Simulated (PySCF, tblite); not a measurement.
# CH8ClO2Si3 radical: geometry, infrared bands and EPR parameters

Aim: predict the infrared bands and EPR parameters of CH8ClO2Si3 radical (`[SiH2]O[SiH2]OC[SiH2]Cl`).

The runs use tblite 0.8.0 and PySCF 2.14.0, with density-fitted response routines of our own; the level of theory stands in each step. All values are computed, except where a source is named. Atoms are numbered from 0 throughout.

### 1 The molecule as given

15 atoms, charge 0, multiplicity 2; geometry from: force field or distance geometry start.

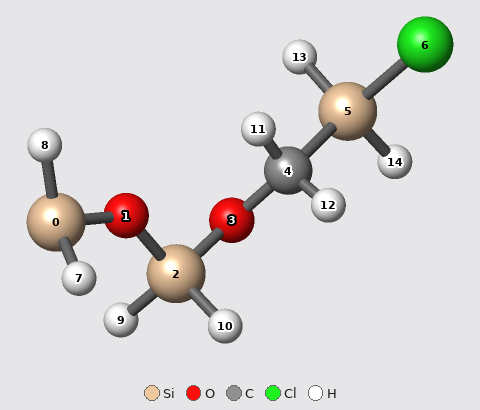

The starting geometry (silicon light orange, oxygen red, carbon grey, chlorine green, hydrogen white), atoms numbered; sticks join atoms by distance.

### 2 Optimising the geometry with GFN2-xTB

The job: settings as JSON, then the geometry in Å.

```
{"job": {"kind": "relax", "xc": "GFN2-xTB", "basis": "xTB"}, "charge": 0, "multiplicity": 2}
Si    -3.601800     0.083900    -0.696600
O     -2.004500    -0.191000    -0.452900
Si    -1.008200    -0.843800     0.721100
O      0.535700    -0.952700     0.129700
C      1.196700     0.230800    -0.302800
Si     2.936700     0.003000    -0.978200
Cl     3.694600     1.836000    -1.530800
H     -4.128400     0.929000     0.414400
H     -3.770800     0.825700    -1.967400
H     -1.511500    -2.189100     1.090400
H     -1.019200     0.033900     1.909300
H      0.601800     0.691900    -1.108800
H      1.250400     0.944800     0.534400
H      2.969400    -0.859500    -2.189900
H      3.854500    -0.534900     0.062900
```

Command:

```
$ OMP_NUM_THREADS=1 python probes_run.py task.json out
```

This one command runs all jobs of the session in turn.

Log:

```text
step      E/eV     max force
  0    -659.05147    1.221
  1    -659.12638    0.611
  2    -659.17496    0.524
  3    -659.19243    0.394
  4    -659.21371    0.369
  5    -659.22973    0.410
  6    -659.25859    0.495
  7    -659.28084    0.360
  8    -659.29427    0.253
  9    -659.30091    0.197
 10    -659.30618    0.209
 11    -659.31261    0.283
 12    -659.32053    0.288
 13    -659.32701    0.190
 14    -659.33128    0.166
 15    -659.33464    0.153
 16    -659.33889    0.199
 17    -659.34548    0.257
 18    -659.35362    0.238
 19    -659.36054    0.195
 20    -659.36516    0.177
 21    -659.36875    0.215
 22    -659.37341    0.223
 23    -659.38023    0.249
 24    -659.38719    0.207
 25    -659.39191    0.159
 26    -659.39490    0.131
 27    -659.39728    0.111
 28    -659.39958    0.114
 29    -659.40179    0.100
 30    -659.40354    0.102
 31    -659.40480    0.083
 32    -659.40590    0.085
 33    -659.40696    0.082
 34    -659.40788    0.067
 35    -659.40859    0.055
 36    -659.40899    0.041
 37    -659.40929    0.045
 38    -659.40977    0.053
 39    -659.41028    0.061
 40    -659.41074    0.048
 41    -659.41102    0.036
 42    -659.41120    0.038
 43    -659.41138    0.037
 44    -659.41160    0.034
 45    -659.41182    0.032
 46    -659.41201    0.034
 47    -659.41219    0.047
 48    -659.41240    0.049
 49    -659.41268    0.049
 50    -659.41300    0.052
 51    -659.41327    0.041
 52    -659.41348    0.039
 53    -659.41369    0.036
 54    -659.41397    0.044
 55    -659.41430    0.048
 56    -659.41461    0.037
 57    -659.41483    0.030
 58    -659.41498    0.030
 59    -659.41513    0.035
 60    -659.41532    0.041
 61    -659.41553    0.035
 62    -659.41575    0.042
 63    -659.41603    0.052
 64    -659.41641    0.054
 65    -659.41691    0.067
 66    -659.41744    0.064
 67    -659.41789    0.055
 68    -659.41826    0.059
 69    -659.41871    0.054
 70    -659.41930    0.099
 71    -659.42009    0.094
 72    -659.42093    0.049
 73    -659.42131    0.038
 74    -659.42152    0.057
 75    -659.42194    0.059
 76    -659.42260    0.069
 77    -659.42349    0.060
 78    -659.42415    0.062
 79    -659.42437    0.065
 80    -659.42474    0.047
 81    -659.42491    0.037
 82    -659.42518    0.037
 83    -659.42535    0.034
 84    -659.42554    0.049
 85    -659.42575    0.056
 86    -659.42610    0.057
 87    -659.42663    0.058
 88    -659.42723    0.076
 89    -659.42752    0.100
 90    -659.42591    0.202
 91    -659.42804    0.033
 92    -659.42818    0.028
 93    -659.42853    0.036
 94    -659.42869    0.038
 95    -659.42932    0.045
 96    -659.42978    0.068
 97    -659.43027    0.052
 98    -659.43059    0.080
 99    -659.43083    0.056
100    -659.43108    0.050
101    -659.43140    0.051
102    -659.43171    0.044
103    -659.43199    0.043
104    -659.43225    0.045
105    -659.43251    0.032
106    -659.43267    0.040
107    -659.43277    0.036
108    -659.43286    0.028
109    -659.43300    0.030
110    -659.43320    0.034
111    -659.43346    0.057
112    -659.43372    0.059
113    -659.43394    0.041
114    -659.43411    0.024
115    -659.43423    0.025
116    -659.43434    0.030
117    -659.43446    0.034
118    -659.43463    0.035
119    -659.43482    0.035
120    -659.43500    0.025
121    -659.43515    0.028
122    -659.43526    0.023
123    -659.43535    0.019
124    -659.43544    0.019
125    -659.43554    0.023
126    -659.43568    0.027
127    -659.43588    0.028
128    -659.43612    0.031
129    -659.43634    0.036
130    -659.43650    0.037
131    -659.43665    0.051
132    -659.43686    0.035
133    -659.43716    0.037
134    -659.43753    0.034
135    -659.43783    0.036
136    -659.43808    0.036
137    -659.43831    0.036
138    -659.43856    0.032
139    -659.43869    0.030
140    -659.43892    0.029
141    -659.43913    0.031
142    -659.43936    0.039
143    -659.43953    0.051
144    -659.43971    0.050
145    -659.43995    0.042
146    -659.44023    0.030
147    -659.44044    0.038
148    -659.44059    0.019
149    -659.44068    0.015
150    -659.44073    0.017
151    -659.44078    0.015
152    -659.44083    0.012
153    -659.44086    0.017
154    -659.44089    0.017
155    -659.44093    0.016
156    -659.44097    0.019
157    -659.44104    0.025
158    -659.44113    0.032
159    -659.44125    0.043
160    -659.44144    0.039
161    -659.44167    0.042
162    -659.44193    0.047
163    -659.44222    0.042
164    -659.44251    0.026
165    -659.44268    0.025
166    -659.44284    0.031
167    -659.44295    0.025
168    -659.44305    0.021
169    -659.44315    0.022
170    -659.44325    0.030
171    -659.44337    0.019
172    -659.44344    0.013
173    -659.44347    0.010
```

Run time: 1.7 s. Hardware: 1 thread of Arm Neoverse V1, shared host.

Along the way: (not every step is listed)

```
step  energy from step 0 (eV)  largest force (eV/Å)
   0                   0.0000                1.2211
   1                  -0.0749                0.6107
   2                  -0.1235                0.5240
   3                  -0.1410                0.3937
   4                  -0.1622                0.3694
   5                  -0.1783                0.4102
   6                  -0.2071                0.4954
   7                  -0.2294                0.3603
   8                  -0.2428                0.2527
  24                  -0.3357                0.2070
  40                  -0.3593                0.0479
  56                  -0.3631                0.0370
  72                  -0.3695                0.0488
  88                  -0.3758                0.0762
 104                  -0.3808                0.0450
 120                  -0.3835                0.0249
 136                  -0.3866                0.0364
 152                  -0.3894                0.0116
 168                  -0.3916                0.0213
 169                  -0.3917                0.0224
 170                  -0.3918                0.0299
 171                  -0.3919                0.0193
 172                  -0.3920                0.0127
 173                  -0.3920                0.0095
```

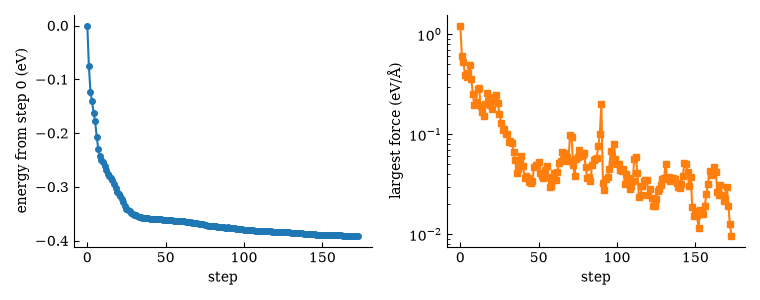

Energy and force, step by step.

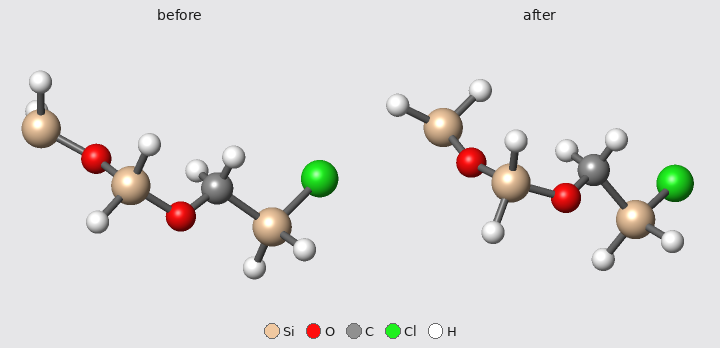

The geometry before (left) and after (right).

Close pairs (by a distance rule), those that changed most:

| bond | before (Å) | after (Å) | change (Å) |
| --- | --- | --- | --- |
| O1–Si2 | 1.672 | 1.617 | -0.055 |
| Si5–Cl6 | 2.059 | 2.018 | -0.041 |
| Si0–H7 | 1.492 | 1.455 | -0.037 |
| Si2–O3 | 1.657 | 1.621 | -0.036 |
| Si2–H9 | 1.483 | 1.448 | -0.035 |
| Si5–H14 | 1.488 | 1.461 | -0.028 |
| Si5–H13 | 1.488 | 1.460 | -0.028 |
| C4–Si5 | 1.880 | 1.902 | +0.022 |

The final coordinates are the input of the step that follows.

### 3 Infrared spectrum with GFN2-xTB

The job: settings as JSON, then the geometry in Å.

```
{"job": {"kind": "ir", "xc": "GFN2-xTB", "basis": "xTB"}, "charge": 0, "multiplicity": 2}
Si    -2.943017     0.334095    -1.144859
O     -2.013986    -0.542622    -0.142712
Si    -0.947418    -0.969979     0.995079
O      0.563468    -0.660608     0.497235
C      1.034632     0.495104    -0.163717
Si     2.578489    -0.056794    -1.128147
Cl     3.287939     1.526455    -2.158945
H     -4.294257     0.288837    -0.607636
H     -2.365995     1.667458    -1.289909
H     -0.941667    -2.415088     1.086626
H     -1.297352    -0.208075     2.192582
H      0.249819     0.893136    -0.817113
H      1.253105     1.269985     0.580107
H      2.225332    -1.112199    -2.073257
H      3.606494    -0.501715    -0.190522
```

Log:

```text
mode    cm-1     km/mol
  1      16.6      0.08
  2      29.9      1.26
  3      43.4      1.38
  4      51.4      1.68
  5      70.7      0.30
  6      85.6      0.13
  7     104.3      8.77
  8     168.4     19.81
  9     197.0      3.06
 10     318.3     27.04
 11     455.5     36.73
 12     504.5     53.12
 13     542.4     21.22
 14     551.9      2.65
 15     571.6     81.91
 16     585.2    105.18
 17     597.5     12.31
 18     643.5     85.99
 19     689.6    513.62
 20     727.5    316.70
 21     739.0      5.45
 22     765.5     52.62
 23     777.5    140.51
 24     779.1    180.44
 25     787.5    150.46
 26     822.0    370.74
 27    1095.0    530.43
 28    1124.4    238.67
 29    1195.5     12.30
 30    1287.0      2.44
 31    1468.7      0.65
 32    2256.7    315.19
 33    2257.9    308.93
 34    2270.7    320.84
 35    2292.7    100.89
 36    2309.3    337.69
 37    2390.9    243.76
 38    2883.7     43.97
 39    2906.2     37.92
```

It took 0.72 s on 1 thread of Arm Neoverse V1, shared host.

The strongest bands and the atoms that carry them (share of the mass-weighted mode):

```
cm⁻¹  km/mol                       atoms
 690   513.6          H13 39 %, H14 38 %
 728   316.7            H8 38 %, H7 32 %
 822   370.7  Si2 34 %, O3 24 %, C4 16 %
1095   530.4           O1 65 %, Si2 11 %
2257   315.2           H10 66 %, H8 29 %
2258   308.9           H8 67 %, H10 29 %
2271   320.8          H14 60 %, H13 34 %
2309   337.7                     H7 96 %
```

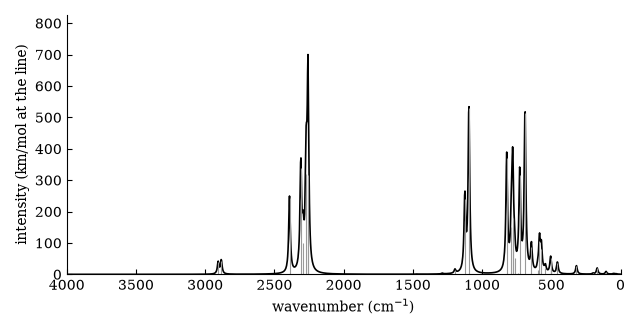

The infrared spectrum from these modes, unscaled. Lines are broadened to a width of 14 cm⁻¹ (Lorentzian).

### 4 EPR parameters: B3LYP/pcH-1

The job, as its differences from that of step 3:

```diff
@@ -1,2 +1,2 @@
-{"job": {"kind": "ir", "xc": "GFN2-xTB", "basis": "xTB"}, "charge": 0, "multiplicity": 2}
+{"job": {"kind": "epr", "basis": "pcH-1"}, "charge": 0, "multiplicity": 2}
 Si    -2.943017     0.334095    -1.144859
```

Method: UKS B3LYP, pcH-1 on C Cl H O Si, non-relativistic, mean-field spin-orbit, GIAO.

Log:

```text
UKS, coarse grid
  cycle   1  E = -1521.99300892  |g| = 7.90e-01
  cycle   2  E = -1521.49010966  |g| = 1.38e+00
  cycle   3  E = -1522.18955738  |g| = 1.29e-01
  cycle   4  E = -1522.19455331  |g| = 7.34e-02
  cycle   5  E = -1522.19627668  |g| = 2.21e-02
  cycle   6  E = -1522.19642677  |g| = 6.23e-03
  cycle   7  E = -1522.19643958  |g| = 1.08e-03
  cycle   8  E = -1522.19644285  |g| = 3.37e-04
UKS, final grid
  cycle   1  E = -1522.19638797  |g| = 3.47e-04
  cycle   2  E = -1522.19638794  |g| = 4.56e-04
  cycle   3  E = -1522.19638802  |g| = 7.17e-05
  cycle   4  E = -1522.19638802  |g| = 1.69e-05
E = -1522.19638802 Eh   <S^2> = 0.7511 (exact 0.7500)
g shifts (ppm)      1          2          3
  rmc          -147       -147       -147
  gc             58         17         49
  oz_so        -803        -58       1950
  total        -892       -188       1852
hyperfine (MHz)  atom isotope    a_iso     a_fc   dipolar eigenvalues
    0  29Si    -594.97    -596.02   -158.10     78.87     79.24
    1   17O     -36.81     -36.73    -26.66     12.83     13.83
    2  29Si      -6.27      -6.29     -2.95      1.35      1.60
    3   17O      -0.07      -0.07     -0.20      0.07      0.13
    4   13C      -0.06      -0.06     -0.24     -0.21      0.45
    5  29Si      -0.08      -0.08     -0.18      0.08      0.10
    6  35Cl      -0.00      -0.00     -0.03     -0.03      0.06
    7    1H      92.94      92.94     -8.74      0.75      7.99
    8    1H      93.99      93.98     -8.87      0.70      8.16
    9    1H      -1.11      -1.11     -1.27     -1.05      2.33
   10    1H       8.03       8.03     -1.41     -0.95      2.36
   11    1H       0.05       0.05     -1.64     -1.56      3.20
   12    1H       0.09       0.09     -0.64     -0.63      1.27
   13    1H       0.03       0.03     -0.50     -0.48      0.99
   14    1H       0.03       0.03     -0.26     -0.25      0.50
```

It took 2 min on 1 thread of Arm Neoverse V1, shared host; peak memory 1.1 GiB.

Principal g values 2.00143, 2.00213, 2.00417; g(iso) = 2.00258, against 2.00232 for a free electron.

Hyperfine couplings; where a row names several nuclei, a(iso) is their mean (it holds for fast rotation or exchange) and the dipolar term the largest among them:

| nuclei | isotope | a(iso) (MHz) | a(iso) (G, at g = 2.0023) | largest dipolar term (MHz) |
| --- | --- | --- | --- | --- |
| Si0 | 29Si | -595.0 | -212.3 | -158.1 |
| H7, H8 | 1H | 93.5 | 33.4 | -8.9 |
| O1 | 17O | -36.8 | -13.1 | -26.7 |
| Si2 | 29Si | -6.3 | -2.2 | -3.0 |
| H9, H10 | 1H | 3.5 | 1.2 | 2.4 |
| Si5 | 29Si | -0.1 | 0.0 | -0.2 |
| H11, H12 | 1H | 0.1 | 0.0 | 3.2 |
| O3 | 17O | -0.1 | 0.0 | -0.2 |
| C4 | 13C | -0.1 | 0.0 | 0.5 |
| H13, H14 | 1H | 0.0 | 0.0 | 1.0 |
| Cl6 | 35Cl | 0.0 | 0.0 | 0.1 |

Mulliken spin populations:

Si0 0.88; O1 0.05; Si2 0.00; O3 0.00; C4 0.00; Si5 0.00; Cl6 0.00; H7 0.04; H8 0.04; H9 0.00; H10 0.01; H11 0.00; H12 0.00; H13 0.00; H14 0.00

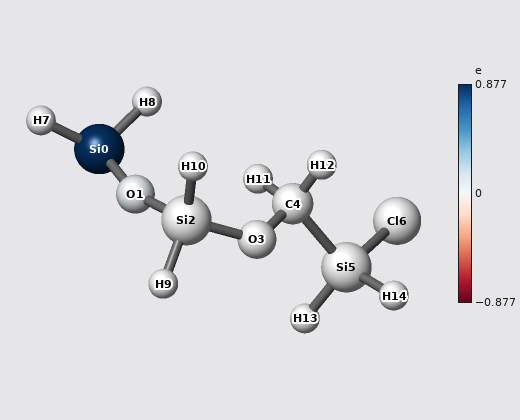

Mulliken spin populations, as colours on the atoms.

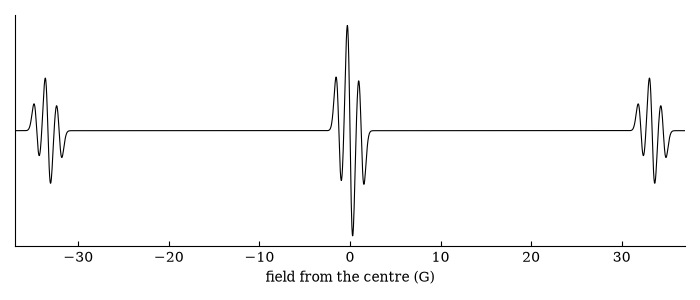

First-order isotropic spectrum (first derivative, main isotopes with spin only, couplings over 0.8 MHz, Gaussian width 0.3 G; couplings of the frozen geometry, rotation of groups not averaged beyond the rows shown).

The fields below are evaluated on a grid from the run's orbitals.

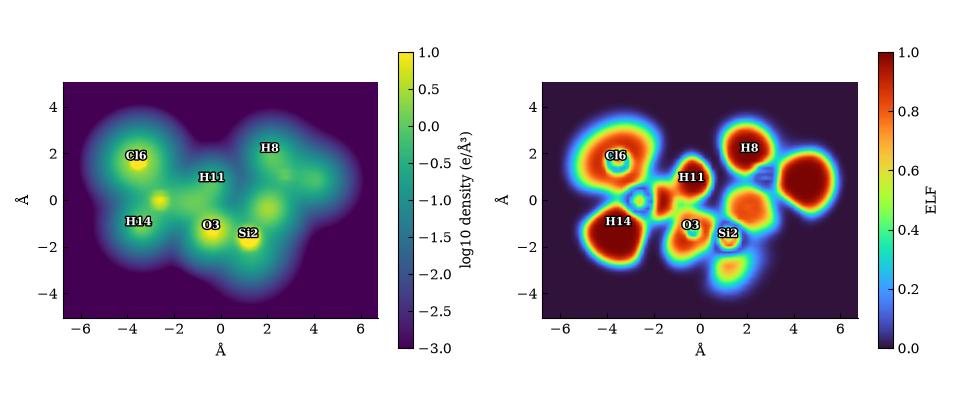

Density (left) and ELF (right) in a plane through or near 6 of the atoms.

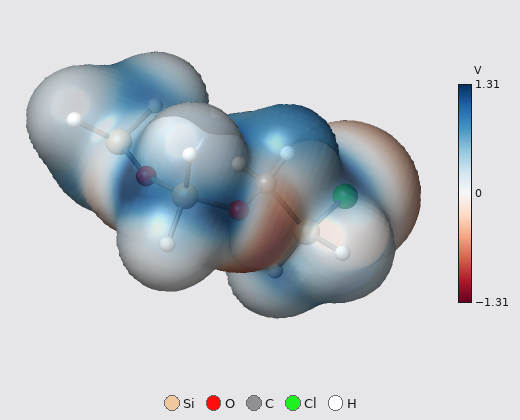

The potential that a unit positive charge feels on the 0.002 e/bohr³ surface, from -0.67 V near O3 to 1.31 V near H10.

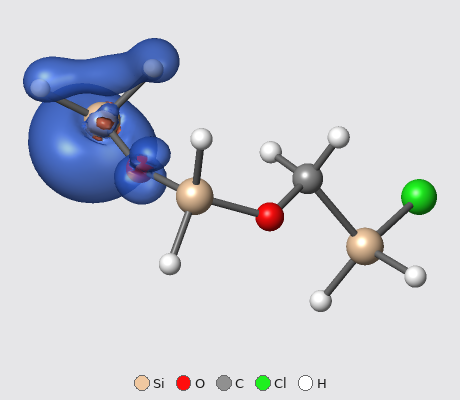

Spin density at ±0.03 e/Å³ (alpha excess blue, beta excess red).

### 5 Summary of results

```
                                                                  quantity                    value
                                 strongest single infrared mode (GFN2-xTB)    1095 cm⁻¹, 530 km/mol
                                              zero-point energy (GFN2-xTB)            53.4 kcal/mol
                                                            g(iso) (B3LYP)                  2.00258
                                                                      ⟨S²⟩       0.751 (exact 0.75)
                                        largest a(iso) (averaged by class)  29Si on Si0, -595.0 MHz
potential on the surface of density 0.002 e/bohr³, 1st and 99th percentile       -0.67 V and 1.31 V
```

In words: Relaxing lowered the energy by 0.392 eV in 173 steps; the close pair that moved most is O1–Si2, from 1.672 to 1.617 Å. No mode is imaginary among the 39: a minimum at this level. The strongest single mode, at 1095 cm⁻¹, moves mainly O1. Unscaled tight-binding wavenumbers are off by several per cent, some by more. Its intensities can rank the bands wrongly. Most of the unpaired spin sits on Si0 (0.88 e). The isotropic g lies 0.3 ppt above the free-electron value. These values are for one conformer; the search (at its own cheap level) found 2 more, at 0.02, 0.11 kcal/mol (those within 0.05 may be mirror or relabelled copies), and measured spectra average over such forms.
